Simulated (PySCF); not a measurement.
# TaNCl₂: relaxation and vibrations of the singlet

The task is one start of a wider search on TaNCl₂: the singlet, from a T-shaped (ligand arrangement 1) start. It is relaxed, tested by its Hessian and followed downhill if it is a saddle.

The runs use PySCF 2.14.0; PBE0, basis Ta def2-TZVP with ECP60, N def2-TZVP, Cl def2-TZVP, scalar-relativistic core potentials, no spin–orbit coupling, density fitting.

## (1) The system as given

4 atoms, charge 0, spin multiplicity 1.

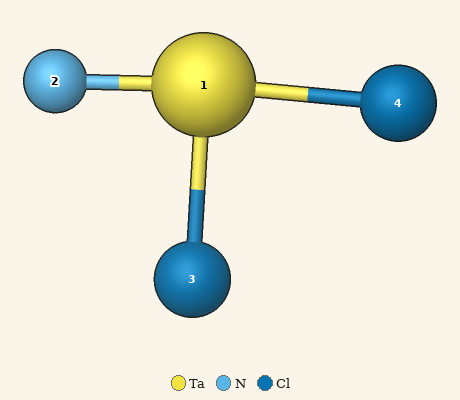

Start geometry, drawn with colours as in the key; atoms are numbered from 1 in the order of the file.

```xyz
4
charge 0 multiplicity 1
Ta    0.0000    0.0000    0.0000
N    -1.8589    0.0000    0.0649
Cl    0.0000    0.0000    2.4500
Cl    2.4485    0.0000    0.0855
```

## (2) Finding the electronic state

The steps below are one call of a driver around PySCF. For each, scf.py gives the equivalent set-up of the SCF; relaxations use the driver's own optimiser. After this first run the driver tries any further starts and a stability analysis.

Input file scf.py:

```python
from pyscf import gto, scf, dft
mol = gto.M(atom='''
Ta     0.000000     0.000000     0.000000
N     -1.858900     0.000000     0.064900
Cl     0.000000     0.000000     2.450000
Cl     2.448500     0.000000     0.085500''',
    basis={'Ta': 'def2-TZVP', 'N': 'def2-TZVP', 'Cl': 'def2-TZVP'},
    ecp={'Ta': 'def2-TZVP'},
    charge=0, spin=0)
mf = dft.RKS(mol, xc='PBE0')
mf.grids.atom_grid = (50, 194)
aux = {'Ta': 'def2-universal-JKFIT', 'N': 'def2-universal-JKFIT', 'Cl': 'def2-universal-JKFIT'}
mf = mf.density_fit(auxbasis=aux)
mf.conv_tol = 1e-08
mf.diis_space = 10
mf.max_cycle = 60
mf.init_guess = 'minao'
mf.verbose = 4
mf.kernel()
```

Run with:

```bash
$ OMP_NUM_THREADS=4 python axn.py task.json out
```

The program printed, shortened:

```text
[... the frontier levels of the middle cycles are left out ...]
init E= -1012.31895425393
  HOMO = -0.455412123701865  LUMO = -0.377499898885857  gap/eV = 2.12010
cycle= 1 E= -1031.72206078727  delta_E= -19.4  |g|= 0.612  |ddm|= 6.91
  HOMO = -0.157615606753838  LUMO = -0.116694770189058  gap/eV = 1.11351
cycle= 2 E= -1030.95934535084  delta_E= 0.763  |g|= 1.75  |ddm|= 1.76
  HOMO = -0.252829041743938  LUMO = -0.133773671685856  gap/eV = 3.23966
cycle= 3 E= -1031.6168447539  delta_E= -0.657  |g|= 0.875  |ddm|=  1.6
cycle= 4 E= -1031.80956476914  delta_E= -0.193  |g|= 0.106  |ddm|= 0.53
cycle= 5 E= -1031.80927784586  delta_E= 0.000287  |g|= 0.115  |ddm|= 0.204
cycle= 6 E= -1031.8131728487  delta_E= -0.0039  |g|= 0.0126  |ddm|= 0.112
cycle= 7 E= -1031.81321512475  delta_E= -4.23e-05  |g|= 0.00486  |ddm|= 0.0139
cycle= 8 E= -1031.81322547788  delta_E= -1.04e-05  |g|= 0.00162  |ddm|= 0.00773
cycle= 9 E= -1031.81322888024  delta_E= -3.4e-06  |g|= 0.000919  |ddm|= 0.00581
cycle= 10 E= -1031.81323040974  delta_E= -1.53e-06  |g|= 0.000621  |ddm|= 0.00434
cycle= 11 E= -1031.81323104366  delta_E= -6.34e-07  |g|= 0.000458  |ddm|= 0.00354
cycle= 12 E= -1031.81323117684  delta_E= -1.33e-07  |g|= 0.000196  |ddm|= 0.00142
cycle= 13 E= -1031.81323119837  delta_E= -2.15e-08  |g|= 1.82e-05  |ddm|= 0.000639
cycle= 14 E= -1031.81323119873  delta_E= -3.55e-10  |g|= 1.23e-05  |ddm|= 8.01e-05
  HOMO = -0.276724640228055  LUMO = -0.179352951973914  gap/eV = 2.64962
Extra cycle  E= -1031.81323119801  delta_E= 7.11e-10  |g|= 5.82e-05  |ddm|= 3.4e-05
converged SCF energy = -1031.81323119801
```

This step, with its further starts and checks, ran for 15 s (4 threads of Arm Neoverse V1, shared host).

The starts that the driver tried:

```
                      start   energy (Eh)
    the minimal-basis guess  -1031.813231
a thermally smeared density  -1031.813231
      a smeared PBE density  -1031.813231
```

No lower closed-shell solution turned up from the other starts or in the test of internal stability.

## (3) Relaxing the singlet from the T-shaped (ligand arrangement 1) start

The program finds Cs symmetry in the start, which this walk keeps. Threshold on the gradient: 0.0003 Eh/bohr, with a further test on the energy change.

scf.py: that of step 2 with these lines changed.

```diff
@@ -3,4 +3,4 @@
-Ta     0.000000     0.000000     0.000000
-N     -1.858900     0.000000     0.064900
-Cl     0.000000     0.000000     2.450000
-Cl     2.448500     0.000000     0.085500''',
+Ta    -0.224966     0.000000    -0.338151
+N     -2.083866     0.000000    -0.273251
+Cl    -0.224966     0.000000     2.111849
+Cl     2.223534     0.000000    -0.252651''',
@@ -17 +16,0 @@
-mf.init_guess = 'minao'
```

Energy and gradient, step by step:

```
step   energy (Eh)  change (kJ/mol)  largest symmetric gradient (Eh/bohr)
   0  -1031.813231             0.00                               0.12836
   1  -1031.857450          -116.10                               0.05630
   2  -1031.875322          -163.02                               0.02161
   3  -1031.887288          -194.44                               0.05311
   4  -1031.900202          -228.34                               0.03356
   5  -1031.911919          -259.10                               0.02207
   6  -1031.913110          -262.23                               0.03646
   7  -1031.916549          -271.26                               0.00872
   8  -1031.916915          -272.22                               0.00988
   9  -1031.917368          -273.41                               0.00655
  10  -1031.917508          -273.78                               0.00373
  11  -1031.917555          -273.90                               0.00098
  12  -1031.917559          -273.91                               0.00028
  13  -1031.917560          -273.91                               0.00002
```

The walk took 43 s.

Geometry (Å) and forces (eV/Å) at some steps:

```
step 0
Ta  -0.225   0.000  -0.338  -6.489   0.000   4.379
N   -2.084   0.000  -0.273   6.601   0.000  -1.468
Cl  -0.225   0.000   2.112   0.170   0.000  -2.134
Cl   2.224   0.000  -0.253  -0.282   0.000  -0.778
step 1
Ta  -0.283   0.000  -0.228  -0.742   0.000   2.895
N   -1.976   0.000  -0.333   0.821   0.000  -1.211
Cl  -0.227   0.000   2.107   0.009   0.000  -0.845
Cl   2.175   0.000  -0.299  -0.088   0.000  -0.839
step 7
Ta  -0.138   0.000   0.276   0.326   0.000   0.448
N   -1.487   0.000  -0.713  -0.172   0.000  -0.013
Cl  -0.549   0.000   2.593  -0.116   0.000  -0.333
Cl   1.863   0.000  -0.908  -0.038   0.000  -0.102
step 13
Ta  -0.076   0.000   0.313  -0.001   0.000   0.000
N   -1.448   0.000  -0.647   0.002   0.000  -0.001
Cl  -0.642   0.000   2.573  -0.002   0.000   0.000
Cl   1.856   0.000  -0.991   0.002   0.000   0.002
```

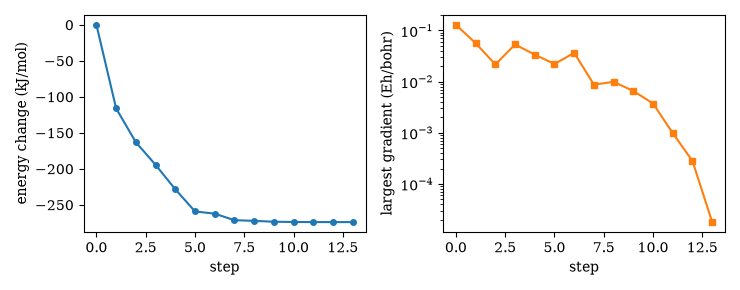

How energy and gradient fall.

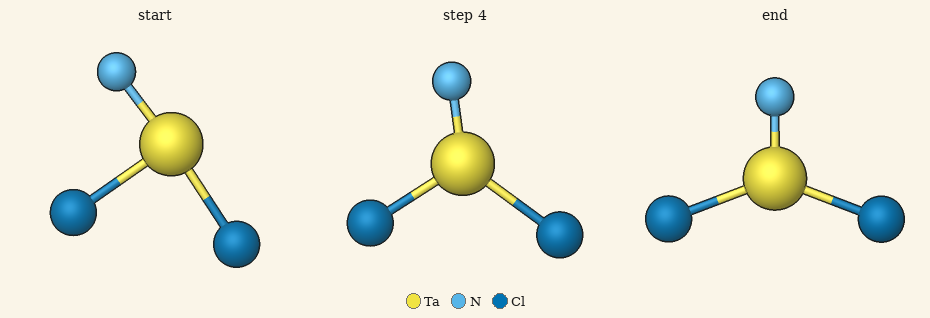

Start and end of the relaxation, with a step between.

End point (C2v, 13 steps, 273.9 kJ/mol gained): Ta–Cl 2.331 Å (×2), Ta–N 1.674 Å; Cl–Ta–Cl 138.1°, Cl–Ta–N 111.0° (×2).

## (4) Hessian and properties

On the finer grid the gradient is checked again; gradients at displacements of ±0.02 bohr then give force constants and infrared intensities.

scf.py: that of step 3 with these lines changed.

```diff
@@ -3,4 +3,4 @@
-Ta    -0.224966     0.000000    -0.338151
-N     -2.083866     0.000000    -0.273251
-Cl    -0.224966     0.000000     2.111849
-Cl     2.223534     0.000000    -0.252651''',
+Ta    -0.109716     0.000000    -0.076851
+N     -1.481245     0.000000    -1.037545
+Cl    -0.670604     0.000000     2.185374
+Cl     1.824676     0.000000    -1.376999''',
@@ -11 +11 @@
-mf.grids.atom_grid = (50, 194)
+mf.grids.atom_grid = (75, 302)
@@ -14 +14 @@
-mf.conv_tol = 1e-08
+mf.conv_tol = 1e-10
```

This SCF starts from the last density.

Log of the central SCF (cycles and frontier levels):

```text
init E= -1031.91774100976
  HOMO = -0.296554297354429  LUMO = -0.161451878441489  gap/eV = 3.67632
cycle= 1 E= -1031.91774100967  delta_E= 9.39e-11  |g|= 2.2e-05  |ddm|= 1.39e-05
  HOMO = -0.296557632163017  LUMO = -0.161449326710865  gap/eV = 3.67648
cycle= 2 E= -1031.91774100837  delta_E= 1.3e-09  |g|= 8.1e-05  |ddm|= 4.81e-05
  HOMO = -0.296555011614734  LUMO = -0.161451345730247  gap/eV = 3.67636
cycle= 3 E= -1031.91774100977  delta_E= -1.41e-09  |g|= 3.6e-07  |ddm|= 3.8e-05
  HOMO = -0.296554997707816  LUMO = -0.161451321274677  gap/eV = 3.67636
cycle= 4 E= -1031.91774100977  delta_E= -6.82e-13  |g|= 1.48e-07  |ddm|= 4.49e-07
  HOMO = -0.296555034457466  LUMO = -0.161451341761205  gap/eV = 3.67636
Extra cycle  E= -1031.91774100977  delta_E= -2.27e-13  |g|= 2.9e-07  |ddm|= 4.34e-07
converged SCF energy = -1031.91774100977
```

The whole step took 62 s.

Geometry: C2v; Ta–Cl 2.331 Å (×2), Ta–N 1.675 Å; Cl–Ta–Cl 137.8°, Cl–Ta–N 111.1° (×2).

Harmonic modes (main isotopes):

```json
{"symmetry": "b1", "ω (cm⁻¹)": "77i", "IR (km/mol)": "59.2", "type": "bend"}
{"symmetry": "a1", "ω (cm⁻¹)": "102", "IR (km/mol)": "1.8", "type": "bend"}
{"symmetry": "b2", "ω (cm⁻¹)": "243", "IR (km/mol)": "0.1", "type": "bend"}
{"symmetry": "a1", "ω (cm⁻¹)": "371", "IR (km/mol)": "15.6", "type": "stretch"}
{"symmetry": "b2", "ω (cm⁻¹)": "404", "IR (km/mol)": "117", "type": "stretch"}
{"symmetry": "a1", "ω (cm⁻¹)": "1111", "IR (km/mol)": "110", "type": "stretch"}
```

With 1 mode imaginary (up to 77i cm⁻¹) this point is a saddle.

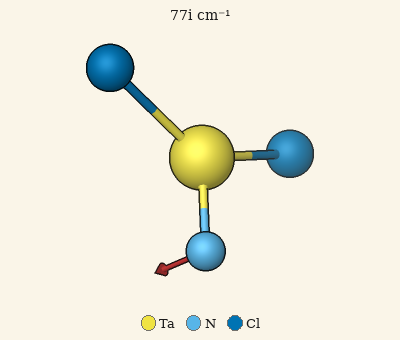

The imaginary mode, as arrows.

Constants and moments:

```
Dipole moment                                                   : 2.57 D
Highest occupied level                                          : -8.07 eV
Lowest empty level                                              : -4.39 eV
Rotational constants                                            : 0.2013, 0.05097, 0.04067 cm⁻¹
Zero-point energy (real modes)                                  : 13.3 kJ/mol
Principal polarisabilities                                      : 44.3, 67.9, 82.0 bohr³
Atomisation energy without zero-point energy                    : 1461 kJ/mol
Principal traceless quadrupole moments about the centre of mass : -7.59, -6.19, 13.77 D Å
```

Populations by atom (charges in e):

```csv
atom,Mulliken,Löwdin,polar tensor,Mayer order to Ta1
Ta1,1.14,0.31,1.98,–
N2,-0.41,-0.32,-0.76,2.96
"Cl3,4",-0.36,0.01,-0.61,1.05
```

Mulliken populations on Ta1 (outside its core potential): s 2.30, p 6.34, d 3.12, f 0.10.

## (5) Following the imaginary mode

The atoms are moved a little along the softest imaginary mode and relaxed again.

The program finds Cs symmetry in the start, which this walk keeps. Threshold on the gradient: 0.0003 Eh/bohr, with a further test on the energy change.

scf.py: that of step 4 with these lines changed.

```diff
@@ -3,4 +3,4 @@
-Ta    -0.109716     0.000000    -0.076851
-N     -1.481245     0.000000    -1.037545
-Cl    -0.670604     0.000000     2.185374
-Cl     1.824676     0.000000    -1.376999''',
+Ta    -0.108816    -0.057985    -0.076221
+N     -1.480346     0.250000    -1.036915
+Cl    -0.669704     0.099967     2.186004
+Cl     1.825576     0.099967    -1.376368''',
@@ -11 +11 @@
-mf.grids.atom_grid = (75, 302)
+mf.grids.atom_grid = (50, 194)
@@ -14 +14 @@
-mf.conv_tol = 1e-10
+mf.conv_tol = 1e-08
```

Energy and gradient, step by step:

```
step   energy (Eh)  change (kJ/mol)  largest symmetric gradient (Eh/bohr)
   0  -1031.917673             0.00                               0.02471
   1  -1031.920188            -6.60                               0.00456
   2  -1031.920917            -8.52                               0.00766
   3  -1031.922037           -11.46                               0.00551
   4  -1031.923024           -14.05                               0.00737
   5  -1031.923116           -14.29                               0.01030
   6  -1031.923458           -15.19                               0.00298
   7  -1031.923498           -15.29                               0.00187
   8  -1031.923509           -15.32                               0.00036
   9  -1031.923510           -15.33                               0.00004
```

The walk took 36 s.

Positions (Å) and forces (eV/Å) along the way:

```
step 0
Ta  -0.109  -0.058  -0.076  -1.235   0.089  -0.875
N   -1.480   0.250  -1.037   1.267  -0.224   0.894
Cl  -0.670   0.100   2.186   0.092   0.056  -0.167
Cl   1.826   0.100  -1.376  -0.123   0.079   0.148
step 1
Ta  -0.129  -0.185  -0.090  -0.148  -0.109  -0.113
N   -1.447   0.288  -1.014   0.149  -0.001   0.107
Cl  -0.663   0.144   2.162   0.163   0.053  -0.231
Cl   1.805   0.144  -1.361  -0.164   0.056   0.236
step 5
Ta  -0.236  -0.452  -0.166  -0.202   0.529  -0.149
N   -1.447   0.360  -1.013   0.235  -0.303   0.171
Cl  -0.488   0.242   2.026   0.083  -0.115  -0.151
Cl   1.738   0.242  -1.151  -0.117  -0.111   0.129
step 9
Ta  -0.241  -0.416  -0.169   0.004   0.000  -0.004
N   -1.468   0.344  -1.028  -0.006   0.002   0.004
Cl  -0.472   0.232   2.031   0.000  -0.001   0.002
Cl   1.747   0.232  -1.137   0.001   0.000  -0.002
```

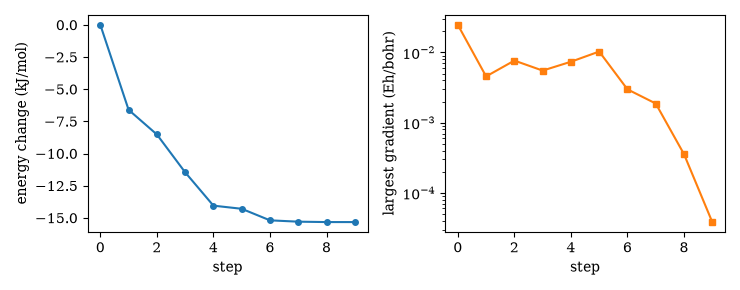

How energy and gradient fall.

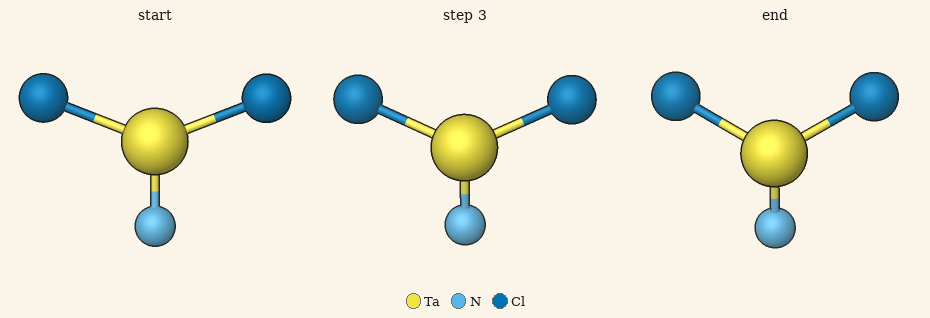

The geometry along the walk, at one scale.

It settles in Cs symmetry, 15.3 kJ/mol below the start, after 9 steps: Ta–Cl 2.304 Å (×2), Ta–N 1.680 Å; Cl–Ta–Cl 114.1°, Cl–Ta–N 106.7° (×2).

## (6) Frequencies

As before: finer grid, then central differences.

scf.py: that of step 5 with these lines changed.

```diff
@@ -3,4 +3,4 @@
-Ta    -0.108816    -0.057985    -0.076221
-N     -1.480346     0.250000    -1.036915
-Cl    -0.669704     0.099967     2.186004
-Cl     1.825576     0.099967    -1.376368''',
+Ta    -0.164973    -0.210304    -0.115556
+N     -1.392206     0.549174    -0.975177
+Cl    -0.401892     0.435929     2.083854
+Cl     1.821088     0.435929    -1.089771''',
@@ -11 +11 @@
-mf.grids.atom_grid = (50, 194)
+mf.grids.atom_grid = (75, 302)
@@ -14 +14 @@
-mf.conv_tol = 1e-08
+mf.conv_tol = 1e-10
```

SCF at the final geometry:

```text
init E= -1031.92362759318
  HOMO = -0.287665380003916  LUMO = -0.145327584219869  gap/eV = 3.87321
cycle= 1 E= -1031.92362759318  delta_E= 1.82e-12  |g|= 2.81e-06  |ddm|= 3.37e-06
  HOMO = -0.287665160622913  LUMO = -0.145327029258223  gap/eV = 3.87322
Extra cycle  E= -1031.92362759317  delta_E= 8.64e-12  |g|= 7.03e-06  |ddm|= 5.6e-06
converged SCF energy = -1031.92362759317
```

The whole step ran for 74 s (4 threads of Arm Neoverse V1, shared host).

Geometry: Cs; Ta–Cl 2.305 Å (×2), Ta–N 1.680 Å; Cl–Ta–Cl 114.4°, Cl–Ta–N 106.6° (×2).

Modes, for the most abundant isotopes:

```tsv
symmetry	ω (cm⁻¹)	IR (km/mol)
a'	83	9.7
a'	175	20.1
a''	250	2.9
a'	390	28.7
a''	402	91.4
a'	1098	86.9
```

All wavenumbers are real: a minimum.

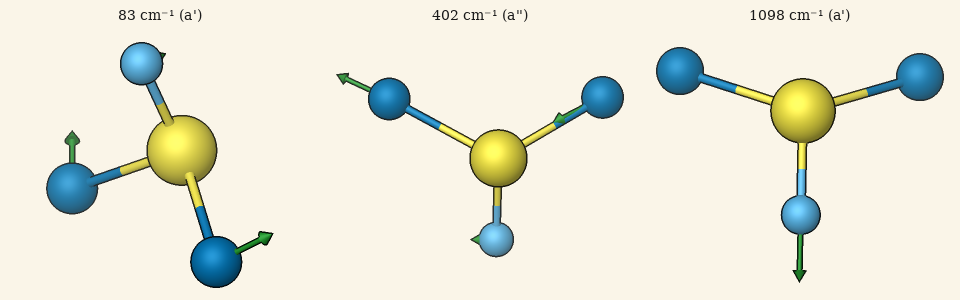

How the atoms move in 3 of the modes.

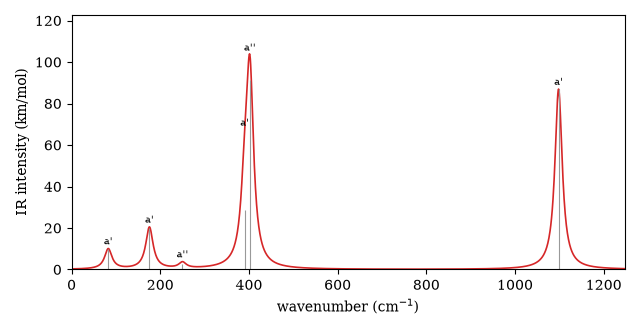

The harmonic infrared spectrum (widths in cm⁻¹). Lines are broadened to a width of 20 cm⁻¹ (Lorentzian).

Constants and moments:

* Dipole moment: 4.97 D
* Highest occupied level: -7.83 eV
* Lowest empty level: -3.95 eV
* Rotational constants: 0.134, 0.05967, 0.04577 cm⁻¹
* Zero-point energy: 14.3 kJ/mol
* Principal polarisabilities: 45.4, 71.1, 77.2 bohr³
* Atomisation energy without zero-point energy: 1477 kJ/mol
* Principal traceless quadrupole moments about the centre of mass: -9.33, -3.12, 12.44 D Å
* Entropy at 298.15 K and 1 bar: 336.7 J/(mol K)
* Heat capacity Cp at 298.15 K: 70.2 J/(mol K)
* Enthalpy at 298.15 K above 0 K: 16.50 kJ/mol
* Rotational symmetry number: 1

Populations by atom (charges in e):

```tsv
atom	Mulliken	Löwdin	polar tensor	Mayer order to Ta1
Ta1	1.06	0.23	1.74	–
N2	-0.41	-0.33	-0.68	2.95
Cl3,4	-0.33	0.05	-0.53	1.10
```

Mulliken populations on Ta1 (outside its core potential): s 2.35, p 6.29, d 3.20, f 0.10.

## (7) Would spin polarisation lower it?

At the lowest minimum the closed shell is tested against spin polarisation, on the (50, 194) grid. It is stable.

## (8) The points found, side by side

| spin | group | bonds | imaginary modes (cm⁻¹) | ΔE (kJ/mol) | with zero-point energy |
| --- | --- | --- | --- | --- | --- |
| singlet | Cs | Ta–Cl 2.305 Å (×2), Ta–N 1.680 Å | none | 0.0 | 0.0 |
| singlet | C2v | Ta–Cl 2.331 Å (×2), Ta–N 1.675 Å | 77i | 15.5 | – |

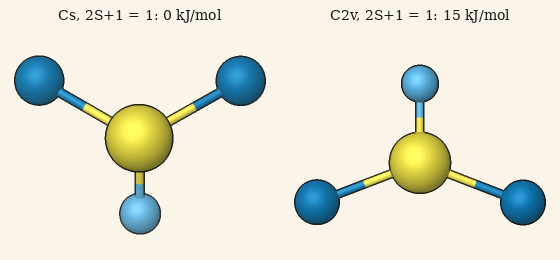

The points, lowest first (tantalum yellow, nitrogen blue, chlorine blue).

## (9) Outcome

| quantity | value |
| --- | --- |
| minimum | singlet, Cs |
| geometry | Ta–Cl 2.305 Å (×2), Ta–N 1.680 Å; Cl–Ta–Cl 114.4°, Cl–Ta–N 106.6° (×2) |
| wavenumbers (cm⁻¹) | 83 (a'), 175 (a'), 250 (a''), 390 (a'), 402 (a''), 1098 (a') |
| dipole moment | 4.97 D |
| highest occupied, lowest empty level | -7.83, -3.95 eV |
| polar-tensor charge of Ta1 | +1.74 e |
| zero-point energy | 14.3 kJ/mol |
| entropy at 298.15 K | 336.7 J/(mol K) |
| atomisation energy (no zero-point energy) | 1477 kJ/mol |

What this shows: The T-shaped (ligand arrangement 1) start (Cs) ends in a minimum of Cs symmetry, after a stop at a saddle point 15.5 kJ/mol higher, from which it was pushed off along an imaginary mode. In the infrared the band at 402 cm⁻¹ (a'', stretch) leads. Only this shape and spin were tried, so other structures or states may lie lower. With an element this heavy the missing spin–orbit coupling can shift these numbers.

The search up to here took 3.9 min.
